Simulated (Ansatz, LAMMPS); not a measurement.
# Amorphous Si (164 atoms): geometry optimisation

Wanted: the relaxed structure of amorphous Si (164 atoms) and its electronic structure.

Method: Kohn-Sham DFT, revPBE, PAW (set soft_2), plane waves, in Ansatz 0.2.0.

**What experiment says.** Si-Si coordination number quoted from the high-resolution X-ray diffraction study of Laaziri et al (as quoted in “Relationship between diffraction peak, network topology, and amorphous-forming ability in silicon and silica”, 2021, PMC8590056): number of Si about Si 3.9.

### Step 1. Starting point

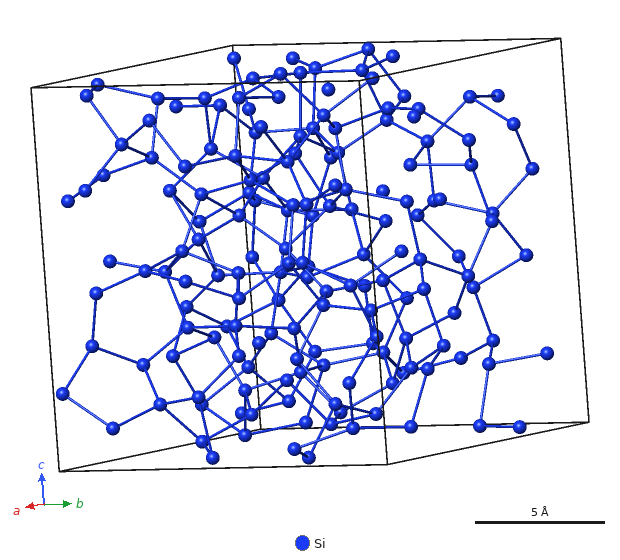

Start, viewed slightly off an axis; silicon blue. Bonds to atoms that aren't drawn are left out. Some periodic images of atoms are drawn too.

The cell holds 164 atoms: 164 Si. Its edges and angles: a = 15.076 Å, b = 15.076 Å, c = 15.076 Å, α = 90.0°, β = 90.0°, γ = 90.0°. 164 atoms (164 Si) placed at random at 2.23 g/cm³, melted at 3500 K for 10 ps at fixed volume with the Tersoff potential (Tersoff, Phys. Rev. B 39, 5566 (1989)). Quenched from 3500 K to 500 K at 200 K/ps and fixed volume, held 5 ps, then minimised at fixed cell.

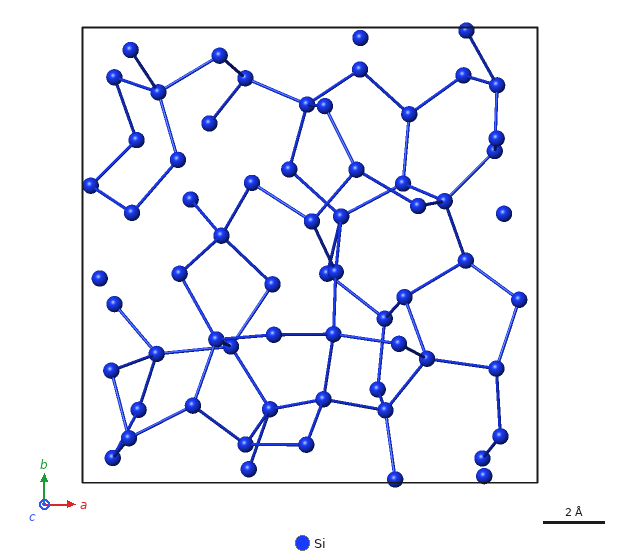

A slice 6 Å thick through the middle of the cell. Bonds to atoms that aren't drawn are left out.

Before any run, some limits are plain. The quench rate of 200 K/ps is orders of magnitude faster than experiment, which tends to freeze in extra defects. The network of bonds at the start is that of the classical potential that made the cell. The Brillouin zone is sampled at Γ only, in a cell whose shortest periodic width is 15 Å.

### Step 2. Single point at the start

The forces at the start show how far the geometry lies from a minimum of this functional.

The input, input.yaml:

```yaml
crystal:
  lattice:
    - [15.0762, 0.0, 0.0]
    - [0.0, 15.0762, 0.0]
    - [0.0, 0.0, 15.0762]
  atoms:
    - { symbol: Si, position: [0.07782, 0.23104, 0.20643] }
    - { symbol: Si, position: [0.45444, 0.68816, 0.4256] }
    - { symbol: Si, position: [0.30046, 0.39288, 0.19259] }
    - { symbol: Si, position: [0.22667, 0.19172, 0.79444] }
    [... 154 atom lines left out ...]
    - { symbol: Si, position: [0.16694, 0.85754, 0.56524] }
    - { symbol: Si, position: [0.05839, 0.54761, 0.86408] }
    - { symbol: Si, position: [0.49197, 0.0831, 0.67423] }
    - { symbol: Si, position: [0.05137, 0.30584, 0.708] }
    - { symbol: Si, position: [0.79598, 0.61837, 0.50915] }
    - { symbol: Si, position: [0.6657, 0.15868, 0.48063] }
kpoints:
  mp_grid: { grid: [1, 1, 1] }
hamiltonian:
  xc: revpbe
scf:
  occupations: { method: gaussian, width: 0.05 }
output:
  forces: true
  stress: true
  populations: true
  dos:
    method: { smearing: { sigma: 0.15 } }
    de: 0.1
    projected: { site_lists: { Si: [Si] } }
  eigenvalues: true
```

Launch:

```console
$ ansatz run input.yaml --threads 4 --pin off --max-ram 8192MiB --backend cpu --events-out ev --progress --plain --runs-dir out
```

Run time: 89 s. Hardware: 4 threads of Arm Neoverse V2, shared host; peak memory 4.4 GiB.

Numbers from this run:

```
free energy                             : -104577.9044 eV
free energy per atom                    : -637.6701 eV/atom
SCF cycles                              : 12
pressure                                : -0.1729 GPa
r.m.s. force component                  : 0.2445 eV/Å
longest force                           : 0.9629 eV/Å
Fermi energy                            : 6.061 eV
levels partly filled by over 2 per cent : 5
spilling of the projection              : 0.0125
```

The r.m.s. force component of 0.24 eV/Å and the pressure of -0.17 GPa set the starting point.

Neighbours are counted within 2.83 Å (Si-Si).

Length of the force by element and coordination:

| element | coordination | atoms | mean length of the force (eV/Å) | spread | least | most |
| --- | --- | --- | --- | --- | --- | --- |
| Si | all | 164 | 0.387 | 0.171 | 0.05 | 0.963 |
| Si | 3 | 5 | 0.365 | 0.0987 | 0.259 | 0.544 |
| Si | 4 | 124 | 0.369 | 0.163 | 0.05 | 0.893 |
| Si | 5 | 35 | 0.456 | 0.190 | 0.159 | 0.963 |

### Step 3. Relaxation

The atoms are relaxed in the fixed cell, aiming at the force tolerance of the input.

input.yaml, the sections that differ from step 2:

```yaml
output:
  forces: true
relax:
  f_tol: 0.03
  max_steps: 113
# crystal, kpoints, hamiltonian, scf: as in step 2
```

Elapsed: 33 min, on 4 threads; peak memory 4.3 GiB.

Step by step (22 of 62):

| step | energy less that of the first step (eV) | largest force component (eV/Å) |
| --- | --- | --- |
| 1 | 0.0000 | 0.8580 |
| 4 | -4.2814 | 0.7056 |
| 7 | -6.1553 | 0.6482 |
| 10 | -7.5263 | 0.5839 |
| 13 | -8.6274 | 0.5139 |
| 16 | -9.6145 | 0.2786 |
| 18 | -10.0838 | 0.4641 |
| 21 | -10.9216 | 0.5754 |
| 24 | -11.9920 | 0.4368 |
| 27 | -12.8231 | 0.4260 |
| 30 | -13.6584 | 0.5416 |
| 33 | -14.1210 | 0.0751 |
| 36 | -14.1635 | 0.0309 |
| 39 | -14.1731 | 0.0304 |
| 42 | -14.4203 | 0.2928 |
| 45 | -14.7700 | 0.4033 |
| 47 | -15.0680 | 0.3929 |
| 50 | -15.4600 | 0.1898 |
| 53 | -15.5061 | 0.0413 |
| 56 | -15.5342 | 0.1602 |
| 59 | -15.5766 | 0.2889 |
| 62 | -15.6082 | 0.0296 |

Relaxation step 59 was tried and not accepted.

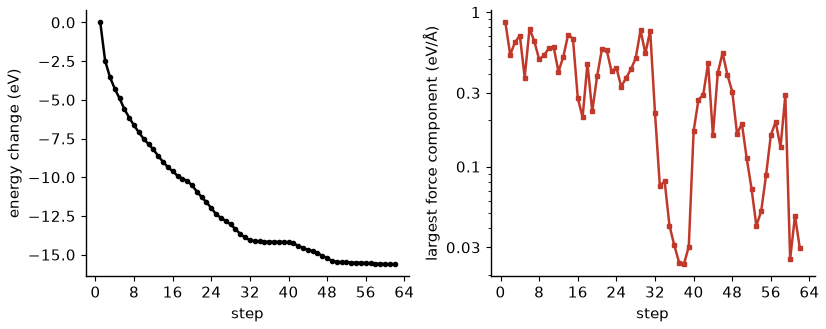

Energy and largest force along the relaxation.

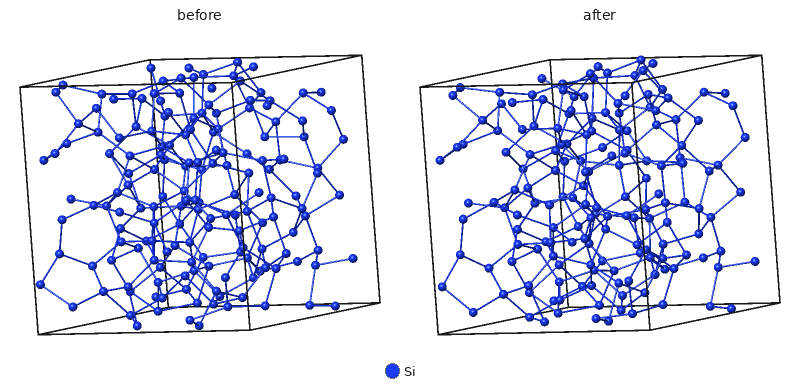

Before and after, at one scale. Bonds to atoms that aren't drawn are left out.

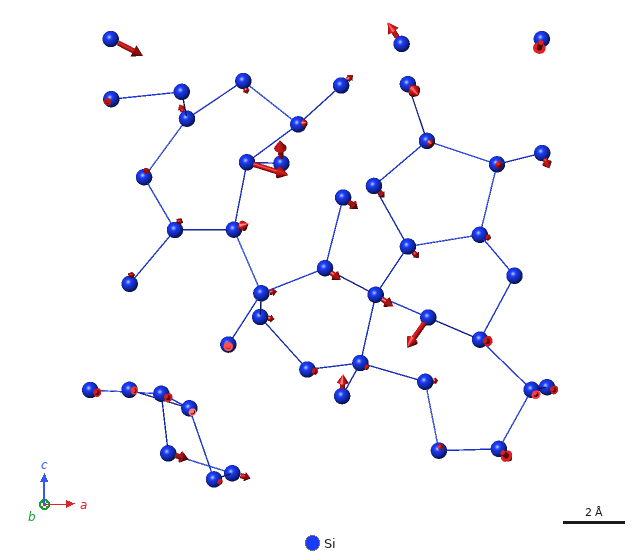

Displacements in the relaxation, scaled; the longest in the cell stands for 1.59 Å. Drawn is a slice 4 Å thick, seen along the normal of the ac plane. Bonds to atoms that aren't drawn are left out.

The atoms that moved most (Å):

| atom | dx | dy | dz | length |
| --- | --- | --- | --- | --- |
| Si92 | 1.320 | -0.812 | -0.367 | 1.593 |
| Si29 | -0.737 | -1.366 | 0.210 | 1.566 |
| Si87 | -0.746 | -0.297 | 1.269 | 1.502 |
| Si124 | -0.747 | -0.698 | -0.926 | 1.380 |
| Si38 | -1.007 | -0.703 | -0.262 | 1.255 |
| Si18 | -0.700 | 0.661 | 0.703 | 1.192 |
| Si110 | 1.132 | -0.121 | -0.256 | 1.167 |
| Si121 | -0.784 | -0.559 | -0.610 | 1.140 |

The relaxation changed the energy by -95.2 meV/atom, and atoms moved by 0.55 Å r.m.s., 1.6 Å at most.

### Step 4. Distances and neighbours after relaxation

Bonds before and after, by the cutoffs listed below:

| pair | bonds before | bonds after | mean before (Å) | mean after (Å) | spread before (Å) | spread after (Å) |
| --- | --- | --- | --- | --- | --- | --- |
| Si-Si | 343 | 334 | 2.424 | 2.401 | 0.083 | 0.079 |

Density 2.23 g/cm³, 20.89 Å³ an atom.

Pair distribution function in bins of 0.2 Å:

| r (Å) | total |
| --- | --- |
| 2.20 | 0.12 |
| 2.40 | 5.39 |
| 2.60 | 0.32 |
| 2.80 | 0.06 |
| 3.00 | 0.12 |
| 3.20 | 0.28 |
| 3.40 | 0.84 |
| 3.60 | 1.48 |
| 3.80 | 1.87 |
| 4.00 | 1.69 |
| 4.20 | 1.12 |
| 4.40 | 0.92 |
| 4.60 | 0.65 |
| 4.80 | 0.64 |
| 5.00 | 0.75 |
| 5.20 | 0.91 |
| 5.40 | 1.02 |
| 5.60 | 1.19 |
| 5.80 | 1.25 |
| 6.00 | 1.07 |
| 6.20 | 0.93 |
| 6.40 | 0.85 |
| 6.60 | 0.92 |
| 6.80 | 0.95 |
| 7.00 | 0.99 |
| 7.20 | 1.15 |
| 7.40 | 1.06 |

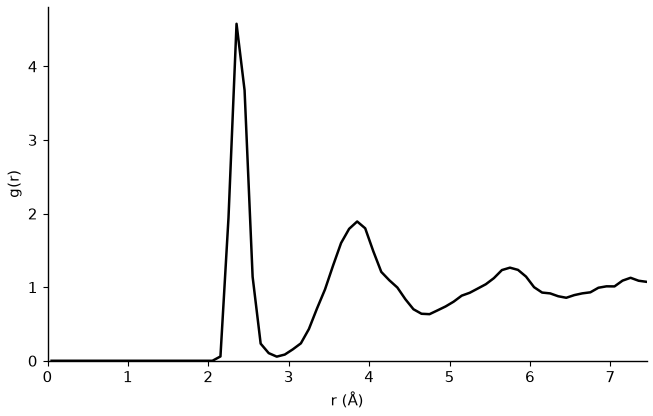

Pair distribution functions, lightly smoothed.

Bonds by pair of elements; cutoffs follow the first minimum of g(r), held within bounds set by covalent radii, and pairs that aren't listed don't count as bonded:

| pair A-B | cutoff (Å) | bonds | mean length (Å) | spread (Å) | shortest (Å) | B about A | A about B |
| --- | --- | --- | --- | --- | --- | --- | --- |
| Si-Si | 2.88 | 334 | 2.40 | 0.079 | 2.28 | 4.07 | 4.07 |

How many atoms have how many bonded neighbours:

| element | mean | 3 | 4 | 5 |
| --- | --- | --- | --- | --- |
| Si | 4.07 | 1 | 150 | 13 |

Bond angles (no mean is given where the spread exceeds 20°):

| angle | count | mean (°) | spread (°) |
| --- | --- | --- | --- |
| Si-Si-Si | 1033 | 108 | 16.1 |

Bond length by coordination (bonds to H left out):

| element | coordination | atoms | mean bond length (Å) |
| --- | --- | --- | --- |
| Si | 3 | 1 | 2.37 |
| Si | 4 | 150 | 2.39 |
| Si | 5 | 13 | 2.48 |

Rings of the network by King's shortest-path rule, up to 12 atoms, one path for each pair of neighbours; H, halogens, alkali and alkaline-earth atoms are left out, and the last column divides by all other atoms, bonded or not:

| ring size (atoms) | rings | per network atom |
| --- | --- | --- |
| 3 | 5 | 0.03 |
| 4 | 17 | 0.104 |
| 5 | 92 | 0.561 |
| 6 | 108 | 0.659 |
| 7 | 90 | 0.549 |
| 8 | 10 | 0.061 |
| 9 | 1 | 0.006 |

The first maximum of g(r) stands at about 2.4 Å. Counting bonds as in the table, 91 % of Si atoms have 4 bonded neighbours. The Si-Si-Si angle averages 108° with a spread of 16°. Bonds at Si atoms with 4 neighbours average 2.39 Å, against 2.48 Å at those with 5. Rings of 6 atoms are the most common (33 % of those counted); sizes run from 3 to 9.

### Step 5. Single point at the relaxed geometry

The electronic structure is read at the final geometry, in a run of its own.

The input, input.yaml:

```yaml
crystal:
  lattice:
    - [15.0762, 0.0, 0.0]
    - [0.0, 15.0762, 0.0]
    - [0.0, 0.0, 15.0762]
  atoms:
    - { symbol: Si, position: [0.08145, 0.22769, 0.19282] }
    - { symbol: Si, position: [0.44686, 0.67749, 0.43246] }
    - { symbol: Si, position: [0.2896, 0.40938, 0.17221] }
    - { symbol: Si, position: [0.21284, 0.20286, 0.80225] }
    [... 154 atom lines left out ...]
    - { symbol: Si, position: [0.17449, 0.86412, 0.57791] }
    - { symbol: Si, position: [0.05365, 0.55306, 0.87604] }
    - { symbol: Si, position: [0.50145, 0.07263, 0.68069] }
    - { symbol: Si, position: [0.04835, 0.36857, 0.71204] }
    - { symbol: Si, position: [0.78078, 0.60361, 0.49076] }
    - { symbol: Si, position: [0.67941, 0.15746, 0.47477] }
kpoints:
  mp_grid: { grid: [1, 1, 1] }
hamiltonian:
  xc: revpbe
scf:
  occupations: { method: gaussian, width: 0.05 }
output:
  forces: true
  stress: true
  populations: true
  dos:
    method: { smearing: { sigma: 0.08 } }
    de: 0.1
    projected: { site_lists: { Si: [Si] } }
  eigenvalues: true
  write_density: true
  write_potential: true
  volumetric_format: npy
```

Run time: 87 s. Hardware: 4 threads; peak memory 4.4 GiB; 5.7 min of CPU time.

Read from the output:

```
free energy                                      : -104593.5126 eV
free energy per atom                             : -637.7653 eV/atom
SCF cycles                                       : 10
pressure                                         : 0.5622 GPa
r.m.s. force component                           : 0.00356 eV/Å
longest force                                    : 0.03325 eV/Å
Fermi energy                                     : 5.989 eV
gap (highest filled to lowest empty level) : 0.2206 eV
spilling of the projection                       : 0.01162
```

The mean of these charges, 0.046 e, is only the charge that the projection spills.

Löwdin charges by element and coordination (they lack the spilled electrons, 0.046 e an atom on average):

| element | coordination | atoms | mean charge (e) | spread | least | most |
| --- | --- | --- | --- | --- | --- | --- |
| Si | all | 164 | 0.0465 | 0.0269 | -0.0524 | 0.132 |
| Si | 3 | 1 | -0.0395 | 0 | -0.0395 | -0.0395 |
| Si | 4 | 150 | 0.0456 | 0.0247 | -0.0524 | 0.122 |
| Si | 5 | 13 | 0.0628 | 0.0357 | -0.0051 | 0.132 |

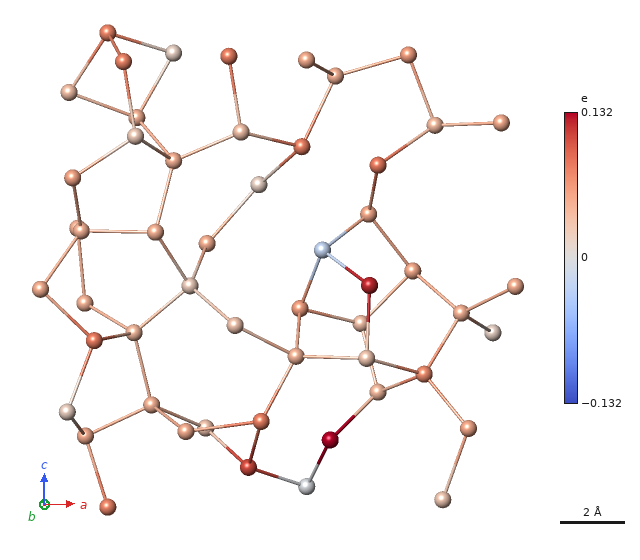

Atoms coloured by Löwdin charge. Drawn is a slice 4 Å thick, seen along the normal of the ac plane.

Density of states as counts of states in windows of 1 eV (from the Fermi level), total and the larger projections:

| from (eV) | to (eV) | total | Si p | Si s |
| --- | --- | --- | --- | --- |
| -10 | -9 | 55.6 | 19.1 | 36.2 |
| -9 | -8 | 39.7 | 14.9 | 24.5 |
| -8 | -7 | 45.0 | 19.0 | 25.7 |
| -7 | -6 | 43.5 | 22.5 | 20.7 |
| -6 | -5 | 47.1 | 29.9 | 16.8 |
| -5 | -4 | 54.9 | 43.6 | 10.8 |
| -4 | -3 | 80.6 | 71.4 | 8.3 |
| -3 | -2 | 90.2 | 82.1 | 6.8 |
| -2 | -1 | 95.3 | 87.9 | 5.6 |
| -1 | 0 | 41.9 | 37.1 | 3.6 |
| 0 | 1 | 37.2 | 24.8 | 9.3 |
| 1 | 2 | 80.9 | 51.9 | 18.7 |
| 2 | 3 | 96.5 | 61.8 | 17.0 |

The curve was stored every 0.100 eV, coarse against its broadening of 0.08 eV, so these counts are rough.

Between -13 and -10 eV lie 62 more states.

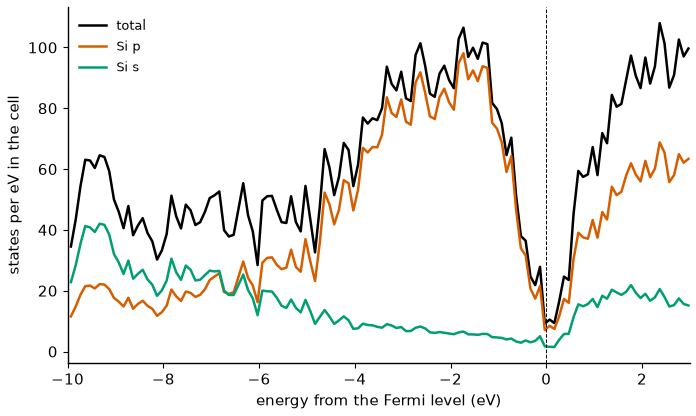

Total and projected density of states, with the broadening of the input.

The levels nearest the highest filled one (over half full), pooled over k-points and spins:

| level less the highest filled one (eV) | occupation |
| --- | --- |
| -0.345 | 2 |
| -0.275 | 2 |
| -0.260 | 2 |
| -0.117 | 2 |
| -0.0377 | 2 |
| 0 | 2.00 |
| 0.221 | 0.002 |
| 0.423 | 0 |
| 0.459 | 0 |
| 0.575 | 0 |
| 0.662 | 0 |
| 0.710 | 0 |

Löwdin charges run from -0.05 to +0.13 e, about a mean that is the spilled charge alone. Within 0.4 eV of the Fermi level the largest share is Si p (81 % of the projected weight).

### Step 6. Summary of results

| Property | Result |
| --- | --- |
| energy change in the relaxation | -95.17 meV/atom |
| r.m.s. displacement | 0.546 Å |
| largest displacement | 1.593 Å |
| free energy per atom | -637.7653 eV/atom |
| pressure | 0.5622 GPa |
| r.m.s. force component | 0.00356 eV/Å |
| gap (highest filled to lowest empty level) | 0.2206 eV |
| wall time of the 3 DFT runs | 36 min |

In words: Relaxation lowers the energy by 95.2 meV/atom and moves atoms by 0.55 Å r.m.s.; the r.m.s. force component goes from 0.24 to 0.0036 eV/Å, the pressure goes from -0.17 to 0.56 GPa. By the final cutoffs 27 of 343 bonded pairs parted and 18 joined. First to last step the energy falls by 15.608 eV; the largest move, 1.59 Å, is that of Si92, with 1 other atom within 2 % of it. The Si-Si bonds go from 2.424 Å (spread 0.083) to 2.401 Å (spread 0.079), and their number from 343 to 334. Counting bonds as in the table, 91 % of Si atoms have 4 bonded neighbours. Between filled and empty levels lie 0.221 eV (at Γ alone); a semilocal functional tends to put such gaps too low. In a disordered cell it changes from sample to sample, and tail or defect levels can set it.

Caveats: The starting topology of bonds comes from the classical model; in DFT 27 of its 343 bonded pairs passed out of the cutoffs and 18 came within them.

Against the measurements quoted at the start:

| quantity | measured | this cell | difference | method of the measurement |
| --- | --- | --- | --- | --- |
| number of Si about Si | 3.9 | 4.07 | +4.4 % | X-ray diffraction |

The cell differs from the measured neighbour counts by up to 4.4 %. The network comes from the model that made the cell; in DFT 27 of its 343 bonded pairs passed out of the cutoffs and 18 came within them. Our coordination numbers hang on a cutoff, and experiments count neighbours in their own ways.

[Logs are printed without paths, hosts, clocks, repeated set-up lines and the standing remarks that a program may print on its own settings, such as how far it seeks lower states.]

[Hosts, paths, dates, database ids (printed as entryN), source tags and the programs' standing remarks are cut or masked in the printed files.]
